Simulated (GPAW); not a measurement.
# puckered PAs monolayer in an electric field

Wanted: the out-of-plane polarisability of puckered PAs monolayer.

Calculated with GPAW 26.7.0; GPAW, PAW setups; layer in a repeated cell with vacuum, relaxation of atoms and in-plane cell, in the first sound run; inputs show where later runs differ.

### 1. Starting point

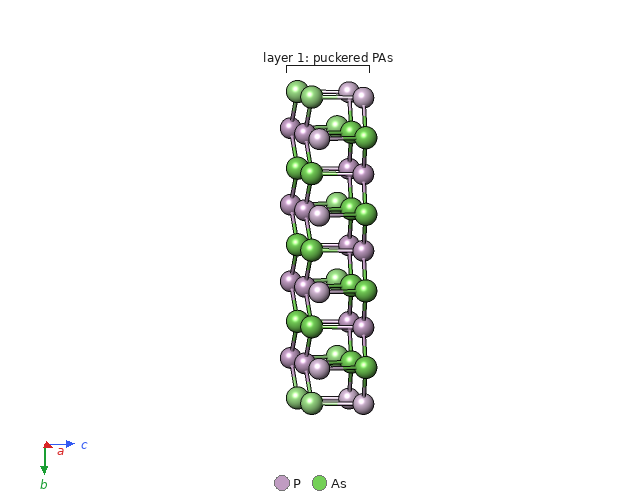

The starting structure, seen from the side, with the c axis across the page (phosphorus pink, arsenic green). 2×3×1 cells are drawn. Some periodic images of atoms are drawn too.

The cell holds 4 atoms: 2 P and 2 As. Its edges and angles: a = 4.690 Å, b = 3.500 Å, c = 20.360 Å, α = 90.0°, β = 90.0°, γ = 90.0°. Vacuum lies along c.

As a file:

```cif
data_structure
_symmetry_space_group_name_H-M 'P 1'
_symmetry_Int_Tables_number 1
_cell_length_a 4.6900
_cell_length_b 3.5000
_cell_length_c 20.3600
_cell_angle_alpha 90.000
_cell_angle_beta 90.000
_cell_angle_gamma 90.000
_cell_volume 334.21
loop_
_atom_site_label
_atom_site_type_symbol
_atom_site_fract_x
_atom_site_fract_y
_atom_site_fract_z
_atom_site_occupancy
P1 P 0.09000 0.00000 0.44204 1
As2 As 0.41000 0.50000 0.44695 1
As3 As 0.91000 0.00000 0.55305 1
P4 P 0.59000 0.50000 0.55796 1
```

### 2. Relaxing the atoms

The atoms are relaxed first, since the surface dipole, and with it the work function, follows the positions of the outer layers.

The input, run.py:

```python
import json
import numpy as np
from ase import Atoms
from ase.filters import FrechetCellFilter
from ase.optimize import BFGS
from gpaw import GPAW, PW

slab = Atoms(
    ['P', 'As', 'As', 'P'],
    positions=[
        [0.42210, 0.00000, 9.00000],
        [1.92290, 1.75000, 9.10000],
        [4.26790, 0.00000, 11.26000],
        [2.76710, 1.75000, 11.36000]],
    cell=[[4.69, 0.0, 0.0], [0.0, 3.5, 0.0], [0.0, 0.0, 20.36]],
    pbc=[True, True, True])

slab.calc = GPAW(mode=PW(600), xc='PBE', kpts={'size': (6, 8, 1), 'gamma': True},
                 occupations={'name': 'fermi-dirac', 'width': 0.05}, nbands='160%',
                 convergence={'density': 1e-05}, maxiter=200,
                 symmetry={'tolerance': 1e-3}, txt='slab.txt')
result = {}
# The in-plane cell is free; stress needs a cell that repeats along all three vectors
path = []
opt = BFGS(FrechetCellFilter(slab, mask=[1, 1, 0, 0, 0, 1]), maxstep=0.2)
opt.attach(lambda: path.append((slab.get_potential_energy(), slab.positions.tolist(), slab.get_forces().tolist())))
result['relaxed'] = bool(opt.run(fmax=0.02, steps=45))
result['path'] = path
result['cell'] = slab.cell.tolist()
print('in-plane lattice', slab.cell.cellpar().round(4)[[0, 1, 5]])
energy = slab.get_potential_energy()
fermi = slab.calc.get_fermi_level()
v = slab.calc.get_electrostatic_potential().mean((0, 1)) - fermi
n = slab.calc.get_pseudo_density().mean((0, 1))
L = slab.cell[2, 2]
z = np.arange(len(v)) * L / len(v)
low, high = slab.positions[:, 2].min(), slab.positions[:, 2].max()
below, above = np.interp([low - 6.8, high + 6.8], z, v)
slopes = [np.interp(x, z, np.gradient(v, z)) for x in (low - 6.8, high + 6.8)]
eps = np.array([[slab.calc.get_eigenvalues(k, s) for k in range(len(slab.calc.get_ibz_k_points()))]
                for s in range(slab.calc.get_number_of_spins())]) - fermi
top, bottom = eps[eps < 0].max(), eps[eps > 0].min()
dipole = slab.get_dipole_moment()[2]
print(f'energy {energy:.4f} eV, Fermi level {fermi:.4f} eV, dipole {dipole:.5f} e A')
print(f'potential 6.8 A off the faces, from the Fermi level: lower {below:.4f} eV, upper {above:.4f} eV')
print(f'slope of the potential there: lower {slopes[0]:.5f}, upper {slopes[1]:.5f} eV/A')
print(f'nearest levels on the mesh: {top:.4f} and {bottom:.4f} eV')
print('magnetic moment', round(slab.get_magnetic_moment(), 3))
result.update(energy=energy, fermi=fermi, dipole=dipole, below=below, above=above, slopes=slopes, edges=[top, bottom],
              z=z.tolist(), v=v.tolist(), n=n.tolist(), positions=slab.positions.tolist(),
              forces=slab.get_forces(apply_constraint=False).tolist(), moments=slab.get_magnetic_moments().tolist())
json.dump(result, open('result.json', 'w'))
```

The run is started by

```console
$ OMP_NUM_THREADS=1 OPENBLAS_NUM_THREADS=1 python run.py
```

Output:

```text
Step          Energy          fmax
BFGS:    0      -19.578313        1.095486
BFGS:    1      -19.642860        0.712093
BFGS:    2      -19.692853        0.181968
BFGS:    3      -19.694427        0.165125
BFGS:    4      -19.697421        0.150323
BFGS:    5      -19.701562        0.176542
BFGS:    6      -19.706251        0.189311
BFGS:    7      -19.709689        0.158262
BFGS:    8      -19.711502        0.126229
BFGS:    9      -19.712776        0.105102
BFGS:   10      -19.713866        0.104143
BFGS:   11      -19.714329        0.084531
BFGS:   12      -19.714541        0.062900
BFGS:   13      -19.714728        0.039013
BFGS:   14      -19.714917        0.028257
BFGS:   15      -19.715025        0.018543
in-plane lattice [ 4.7004  3.5041 90.    ]
energy -19.7150 eV, Fermi level -1.7278 eV, dipole -0.00004 e A
potential 6.8 A off the faces, from the Fermi level: lower 4.4037 eV, upper 4.4037 eV
slope of the potential there: lower 0.00001, upper -0.00002 eV/A
nearest levels on the mesh: -0.4655 and 0.4552 eV
magnetic moment 0.0
```

It took 13 min on 1 thread of Arm Neoverse V1, shared host; peak memory 0.48 GiB.

This step gave:

| Property | Result |
| --- | --- |
| dipole along the normal | -3.56e-5 e·Å |
| levels nearest the Fermi level on the mesh | -0.4655, 0.4552 eV from the Fermi level |

Table of electrostatic potential energy of an electron (without an applied field's), less the Fermi level, planar mean by z:

| z (Å) | electrostatic potential energy of an electron (without an applied field's), less the Fermi level, planar mean (eV) |
| --- | --- |
| 0 | 4.40 |
| 1 | 4.40 |
| 2 | 4.40 |
| 3 | 4.40 |
| 4 | 4.40 |
| 5 | 4.40 |
| 6 | 4.40 |
| 7 | 4.27 |
| 8 | 1.77 |
| 9 | -18.7 |
| 10 | -0.344 |
| 11 | -13.2 |
| 12 | -2.83 |
| 13 | 4.00 |
| 14 | 4.38 |
| 15 | 4.40 |
| 16 | 4.40 |
| 17 | 4.40 |
| 18 | 4.40 |
| 19 | 4.40 |
| 20 | 4.40 |

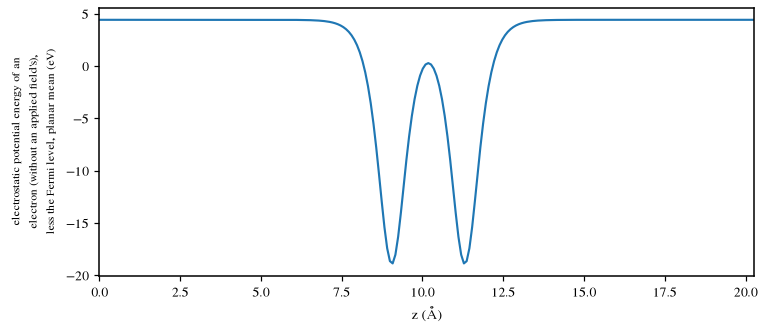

Electrostatic potential energy of an electron (without an applied field's), less the Fermi level, planar mean, plotted against z.

The pseudo valence density, planar mean oscillates, so the rows of the table below give means over windows of 0.85 Å about each position, cut where the curve ends. Its maxima inside the range that stand out by 2 % of the span (Å: e/Å³): 8.65: 0.326, 9.50: 0.322, 10.86: 0.322, 11.71: 0.326. Its minima: 8.99: 0.238, 10.18: 0.201, 11.37: 0.238.

Table of pseudo valence density, planar mean by z; means over each step:

| z (Å) | pseudo valence density, planar mean (e/Å³) |
| --- | --- |
| 4.67 | 9.7e-6 |
| 5.52 | 1.1e-4 |
| 6.37 | 0.00138 |
| 7.22 | 0.0171 |
| 8.07 | 0.156 |
| 8.92 | 0.283 |
| 9.77 | 0.261 |
| 10.62 | 0.266 |
| 11.47 | 0.282 |
| 12.32 | 0.145 |
| 13.17 | 0.0152 |
| 14.02 | 0.00123 |
| 14.87 | 1.0e-4 |
| 15.72 | 8.7e-6 |

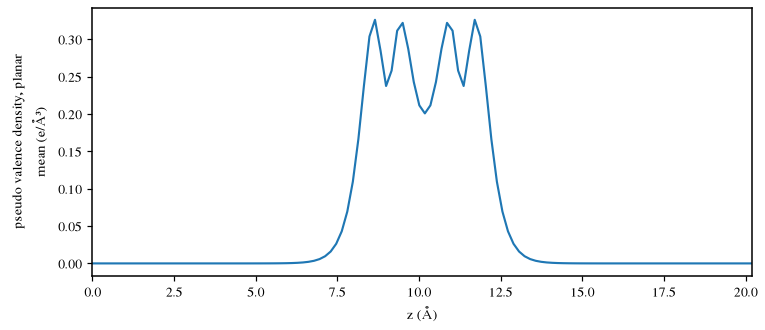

Pseudo valence density, planar mean against z.

The relaxation lowered the energy of the cell by 0.137 eV (energies extrapolated to zero smearing; the optimiser's log prints free energies). The largest force left on a free atom is 0.013 eV/Å.

### 3. Plane waves, PBE

With the geometry fixed, the planar mean of the potential gives the vacuum level on each side.

This step: GPAW, PAW setups; slab in vacuum (GPAW 26.7.0).

run.py, as its differences from that of step 2:

```diff
@@ -3,4 +3,2 @@
 from ase import Atoms
-from ase.filters import FrechetCellFilter
-from ase.optimize import BFGS
 from gpaw import GPAW, PW
@@ -10,22 +8,15 @@
     positions=[
-        [0.42210, 0.00000, 9.00000],
-        [1.92290, 1.75000, 9.10000],
-        [4.26790, 0.00000, 11.26000],
-        [2.76710, 1.75000, 11.36000]],
-    cell=[[4.69, 0.0, 0.0], [0.0, 3.5, 0.0], [0.0, 0.0, 20.36]],
-    pbc=[True, True, True])
+        [0.37123, -0.00000, 9.08283],
+        [1.97898, 1.75203, 9.00000],
+        [4.32917, 0.00000, 11.34989],
+        [2.72142, 1.75203, 11.26708]],
+    cell=[[4.70038, -0.0, 0.0], [-0.0, 3.50406, 0.0], [0.0, 0.0, 20.3499]],
+    pbc=[True, True, False])
 
-slab.calc = GPAW(mode=PW(600), xc='PBE', kpts={'size': (6, 8, 1), 'gamma': True},
+slab.calc = GPAW(mode=PW(400), xc='PBE', kpts={'size': (6, 8, 1), 'gamma': True},
                  occupations={'name': 'fermi-dirac', 'width': 0.05}, nbands='160%',
                  convergence={'density': 1e-05}, maxiter=200,
+                 poissonsolver={'dipolelayer': 'xy'},
                  symmetry={'tolerance': 1e-3}, txt='slab.txt')
 result = {}
-# The in-plane cell is free; stress needs a cell that repeats along all three vectors
-path = []
-opt = BFGS(FrechetCellFilter(slab, mask=[1, 1, 0, 0, 0, 1]), maxstep=0.2)
-opt.attach(lambda: path.append((slab.get_potential_energy(), slab.positions.tolist(), slab.get_forces().tolist())))
-result['relaxed'] = bool(opt.run(fmax=0.02, steps=45))
-result['path'] = path
-result['cell'] = slab.cell.tolist()
-print('in-plane lattice', slab.cell.cellpar().round(4)[[0, 1, 5]])
 energy = slab.get_potential_energy()
```

Output:

```text
energy -19.7112 eV, Fermi level -1.7261 eV, dipole -0.00003 e A
potential 6.8 A off the faces, from the Fermi level: lower 4.4033 eV, upper 4.4033 eV
slope of the potential there: lower 0.00002, upper -0.00002 eV/A
nearest levels on the mesh: -0.4656 and 0.4554 eV
magnetic moment 0.0
```

The job ended after 41 s (1 thread; peak memory 0.24 GiB).

Numbers from this step:

| Item | Value |
| --- | --- |
| dipole along the normal | -3.29e-5 e·Å |
| levels nearest the Fermi level on the mesh | -0.4656, 0.4554 eV from the Fermi level |
| upper work function | 4.403 eV |
| lower work function | 4.403 eV |
| upper ionisation energy | 4.869 eV |

Electrostatic potential energy of an electron (without an applied field's), less the Fermi level, planar mean against z:

| z (Å) | electrostatic potential energy of an electron (without an applied field's), less the Fermi level, planar mean (eV) |
| --- | --- |
| 0 | 4.40 |
| 2 | 4.40 |
| 4 | 4.40 |
| 6 | 4.40 |
| 8 | 1.72 |
| 10 | -0.345 |
| 12 | -2.74 |
| 14 | 4.38 |
| 16 | 4.40 |
| 18 | 4.40 |
| 20 | 4.40 |

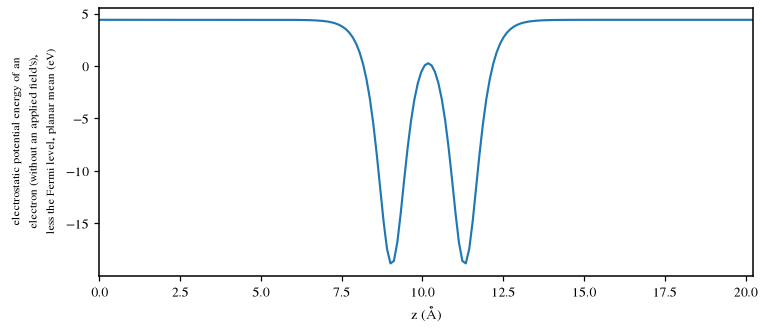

Electrostatic potential energy of an electron (without an applied field's), less the Fermi level, planar mean against z.

The pseudo valence density, planar mean oscillates, so the rows of the table below give means over windows of 0.85 Å about each position, cut where the curve ends. Its maxima inside the range that stand out by 2 % of the span (Å: e/Å³): 8.69: 0.321, 9.54: 0.316, 10.81: 0.316, 11.66: 0.321. Its minima: 9.12: 0.247, 10.18: 0.201, 11.23: 0.247.

Table of pseudo valence density, planar mean by z; means over each step:

| z (Å) | pseudo valence density, planar mean (e/Å³) |
| --- | --- |
| 4.67 | 9.9e-6 |
| 5.52 | 1.2e-4 |
| 6.37 | 0.00143 |
| 7.22 | 0.0176 |
| 8.07 | 0.158 |
| 8.92 | 0.283 |
| 9.77 | 0.261 |
| 10.62 | 0.266 |
| 11.47 | 0.282 |
| 12.32 | 0.144 |
| 13.17 | 0.0153 |
| 14.02 | 0.00124 |
| 14.87 | 1.0e-4 |
| 15.72 | 8.7e-6 |

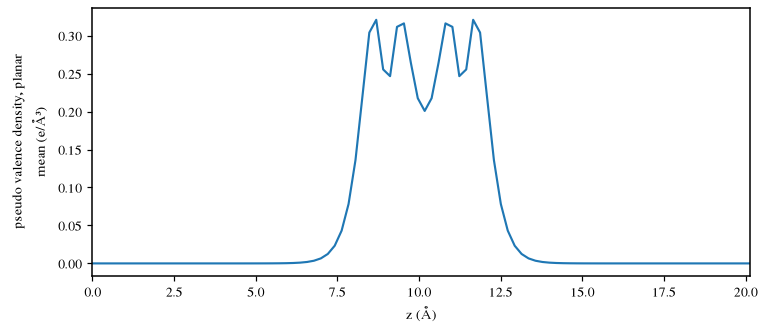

Pseudo valence density, planar mean against z.

The layer is gapped, so the Fermi level lies somewhere inside the gap, set by smearing and numerics, and these work functions are no property of the material; the band edges below the vacuum level are. The potential is flat to 1.5e-5 eV/Å where it is read, so the vacuum is wide enough.

### 4. Field on

A uniform field along the normal polarises the slab; the atoms stay fixed, so this is the electronic response alone.

run.py, as its differences from that of step 3:

```diff
@@ -4,2 +4,3 @@
 from gpaw import GPAW, PW
+from gpaw.external import ConstantElectricField
 
@@ -19,2 +20,3 @@
                  poissonsolver={'dipolelayer': 'xy'},
+                 external=ConstantElectricField(-0.2, [0, 0, 1]),
                  symmetry={'tolerance': 1e-3}, txt='slab.txt')
```

Output:

```text
energy -19.7200 eV, Fermi level -1.7290 eV, dipole -0.08724 e A
potential 6.8 A off the faces, from the Fermi level: lower 3.9277 eV, upper 4.8863 eV
slope of the potential there: lower 0.00003, upper -0.00000 eV/A
nearest levels on the mesh: -0.4647 and 0.4544 eV
magnetic moment 0.0
```

Run time: 56 s. Hardware: 1 thread; peak memory 0.27 GiB.

This step gave:

| Item | Value |
| --- | --- |
| dipole along the normal | -0.08724 e·Å |
| levels nearest the Fermi level on the mesh | -0.4647, 0.4544 eV from the Fermi level |
| potential below the slab, the applied field's own ramp left out | 3.928 eV from the Fermi level |
| potential above the slab, the applied field's own ramp left out | 4.886 eV from the Fermi level |

The electrostatic potential energy of an electron (without an applied field's), less the Fermi level, planar mean by z:

| z (Å) | electrostatic potential energy of an electron (without an applied field's), less the Fermi level, planar mean (eV) |
| --- | --- |
| 0 | 4.41 |
| 1 | 3.93 |
| 2 | 3.93 |
| 3 | 3.93 |
| 4 | 3.93 |
| 5 | 3.93 |
| 6 | 3.92 |
| 7 | 3.80 |
| 8 | 1.32 |
| 9 | -18.9 |
| 10 | -0.380 |
| 11 | -13.2 |
| 12 | -2.39 |
| 13 | 4.46 |
| 14 | 4.86 |
| 15 | 4.88 |
| 16 | 4.89 |
| 17 | 4.89 |
| 18 | 4.89 |
| 19 | 4.89 |
| 20 | 4.83 |

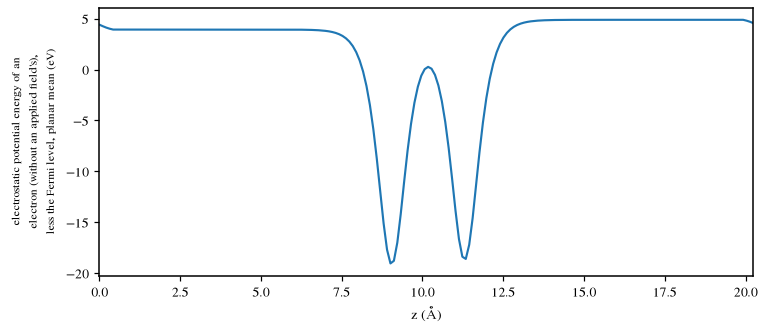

Electrostatic potential energy of an electron (without an applied field's), less the Fermi level, planar mean against z.

The dipole is now -0.0872 e Å, against -3.3e-5 in the run without a field.

### 5. Field on

run.py, as its differences from that of step 4:

```diff
@@ -20,3 +20,3 @@
                  poissonsolver={'dipolelayer': 'xy'},
-                 external=ConstantElectricField(-0.2, [0, 0, 1]),
+                 external=ConstantElectricField(-0.1, [0, 0, 1]),
                  symmetry={'tolerance': 1e-3}, txt='slab.txt')
```

Output:

```text
energy -19.7134 eV, Fermi level -1.7269 eV, dipole -0.04361 e A
potential 6.8 A off the faces, from the Fermi level: lower 4.1646 eV, upper 4.6438 eV
slope of the potential there: lower 0.00002, upper -0.00001 eV/A
nearest levels on the mesh: -0.4654 and 0.4551 eV
magnetic moment 0.0
```

Wall time 55 s (1 thread); peak memory 0.27 GiB.

This step gave:

* dipole along the normal: -0.04361 e·Å
* levels nearest the Fermi level on the mesh: -0.4654, 0.4551 eV from the Fermi level
* potential below the slab, the applied field's own ramp left out: 4.165 eV from the Fermi level
* potential above the slab, the applied field's own ramp left out: 4.644 eV from the Fermi level

Table of electrostatic potential energy of an electron (without an applied field's), less the Fermi level, planar mean by z:

| z (Å) | electrostatic potential energy of an electron (without an applied field's), less the Fermi level, planar mean (eV) |
| --- | --- |
| 0 | 4.40 |
| 2 | 4.16 |
| 4 | 4.16 |
| 6 | 4.16 |
| 8 | 1.52 |
| 10 | -0.363 |
| 12 | -2.57 |
| 14 | 4.62 |
| 16 | 4.64 |
| 18 | 4.64 |
| 20 | 4.61 |

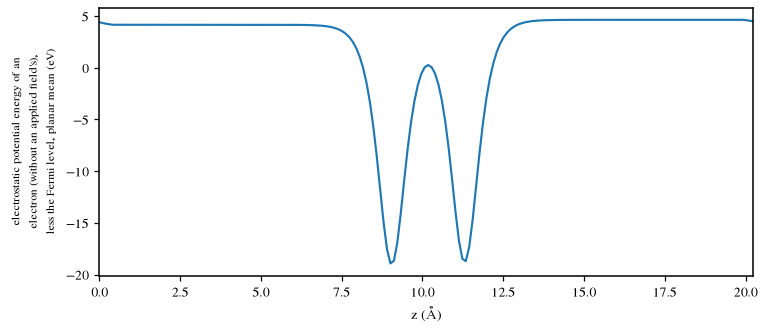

Electrostatic potential energy of an electron (without an applied field's), less the Fermi level, planar mean against z.

The dipole is now -0.0436 e Å, against -3.3e-5 in the run without a field.

### 6. In a field

run.py, as its differences from that of step 5:

```diff
@@ -20,3 +20,3 @@
                  poissonsolver={'dipolelayer': 'xy'},
-                 external=ConstantElectricField(-0.1, [0, 0, 1]),
+                 external=ConstantElectricField(-0.05, [0, 0, 1]),
                  symmetry={'tolerance': 1e-3}, txt='slab.txt')
```

Output:

```text
energy -19.7118 eV, Fermi level -1.7263 eV, dipole -0.02181 e A
potential 6.8 A off the faces, from the Fermi level: lower 4.2837 eV, upper 4.5233 eV
slope of the potential there: lower 0.00002, upper -0.00001 eV/A
nearest levels on the mesh: -0.4656 and 0.4553 eV
magnetic moment 0.0
```

Elapsed: 55 s, on 1 thread; peak memory 0.27 GiB.

### 7. Field on

run.py, as its differences from that of step 6:

```diff
@@ -20,3 +20,3 @@
                  poissonsolver={'dipolelayer': 'xy'},
-                 external=ConstantElectricField(-0.05, [0, 0, 1]),
+                 external=ConstantElectricField(0.05, [0, 0, 1]),
                  symmetry={'tolerance': 1e-3}, txt='slab.txt')
```

Output:

```text
energy -19.7118 eV, Fermi level -1.7263 eV, dipole 0.02180 e A
potential 6.8 A off the faces, from the Fermi level: lower 4.5233 eV, upper 4.2837 eV
slope of the potential there: lower 0.00001, upper -0.00002 eV/A
nearest levels on the mesh: -0.4656 and 0.4553 eV
magnetic moment 0.0
```

Elapsed: 56 s, on 1 thread; peak memory 0.27 GiB.

### 8. In a field

run.py, as its differences from that of step 7:

```diff
@@ -20,3 +20,3 @@
                  poissonsolver={'dipolelayer': 'xy'},
-                 external=ConstantElectricField(0.05, [0, 0, 1]),
+                 external=ConstantElectricField(0.1, [0, 0, 1]),
                  symmetry={'tolerance': 1e-3}, txt='slab.txt')
```

Output:

```text
energy -19.7134 eV, Fermi level -1.7269 eV, dipole 0.04361 e A
potential 6.8 A off the faces, from the Fermi level: lower 4.6438 eV, upper 4.1646 eV
slope of the potential there: lower 0.00001, upper -0.00002 eV/A
nearest levels on the mesh: -0.4654 and 0.4551 eV
magnetic moment 0.0
```

Run time: 55 s. Hardware: 1 thread; peak memory 0.27 GiB.

The dipole is now 0.0436 e Å, against -3.3e-5 in the run without a field.

### 9. Field on

run.py, as its differences from that of step 8:

```diff
@@ -20,3 +20,3 @@
                  poissonsolver={'dipolelayer': 'xy'},
-                 external=ConstantElectricField(0.1, [0, 0, 1]),
+                 external=ConstantElectricField(0.2, [0, 0, 1]),
                  symmetry={'tolerance': 1e-3}, txt='slab.txt')
```

Output:

```text
energy -19.7200 eV, Fermi level -1.7290 eV, dipole 0.08724 e A
potential 6.8 A off the faces, from the Fermi level: lower 4.8863 eV, upper 3.9277 eV
slope of the potential there: lower 0.00000, upper -0.00003 eV/A
nearest levels on the mesh: -0.4647 and 0.4544 eV
magnetic moment 0.0
```

The job ended after 55 s (1 thread; peak memory 0.27 GiB).

The dipole is now 0.0872 e Å, against -3.3e-5 in the run without a field.

(Part 1 of 2 ends here.)

[Logs are printed without paths, hosts, clocks, repeated set-up lines and the standing remarks that a program may print on its own settings, such as how far it seeks lower states.]

[Hosts, paths, dates, database ids (printed as entryN), source tags and the programs' standing remarks are cut or masked in the printed files.]
